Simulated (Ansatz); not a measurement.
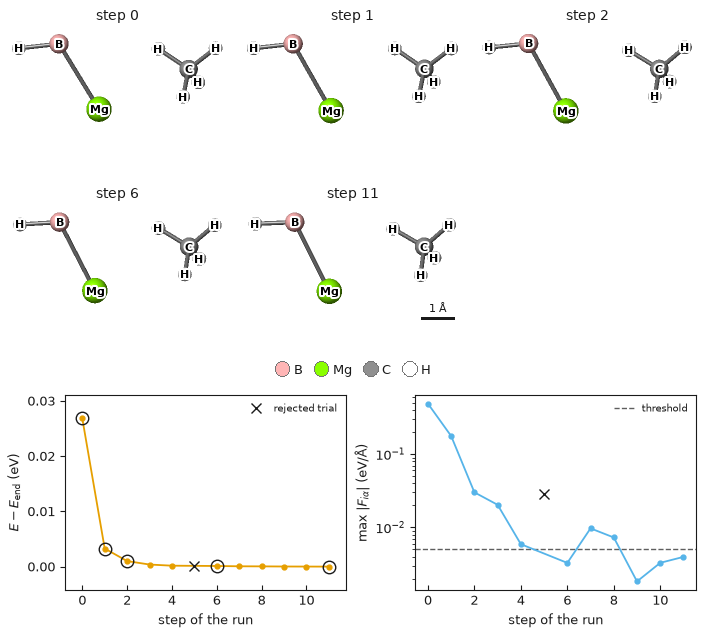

Frames of a relaxation of CH₅BMg, marked on the history of the run. Style: ball-and-stick. Shown at a tilt.

It is one of the separated reactants of a reaction.

Theory: RKS PBE0-D4/def2-TZVP (Ansatz). (force threshold 0.005 eV/Å; at most 200 steps)

Q: What happens along the run?

A: The Mg atom moves most after the best rigid fit: 0.19 Å. By element the largest moves are Mg 0.19 Å, H 0.09 Å, B 0.02 Å, C 0.02 Å. Among the contacts that change: C–Mg 3.201 → 3.381 Å, B–H 1.250 → 1.229 Å, C–H 1.110 → 1.093 Å, B–Mg 2.369 → 2.385 Å. The energy falls by 0.027 eV in 10 accepted moves (11 points after the start). Largest force component: 0.49 eV/Å at the start, 0.004 eV/Å at the end. The line search rejected the trial step at point 5 of the run. The forces were under the threshold at step 6, but the run went on from there. The run took 21 s on 2 threads of Arm Neoverse V2, on a shared host. From step 0 to 1: the Mg atom moves most (0.10 Å), energy −0.024 eV. From step 1 to 2: an H atom moves most (0.07 Å), energy −0.002 eV. From step 2 to 6: the Mg atom moves most (0.06 Å), energy −0.001 eV. From step 6 to 11: the Mg atom moves most (0.06 Å), energy 0.000 eV.

```
step  E − E(0), eV  largest force component, eV/Å      note
   0        0.0000                         0.4900          
   1       -0.0235                         0.1769          
   2       -0.0258                         0.0301          
   3       -0.0264                         0.0203          
   4       -0.0266                         0.0059          
   5       -0.0266                         0.0285  rejected
   6       -0.0267                         0.0033          
   7       -0.0268                         0.0097          
   8       -0.0268                         0.0073          
   9       -0.0268                         0.0018          
  10       -0.0268                         0.0033          
  11       -0.0268                         0.0040
```

Limits of the set-up: the start holds two separate molecules, 2.8 Å apart at their closest, whose relative position is a soft coordinate.
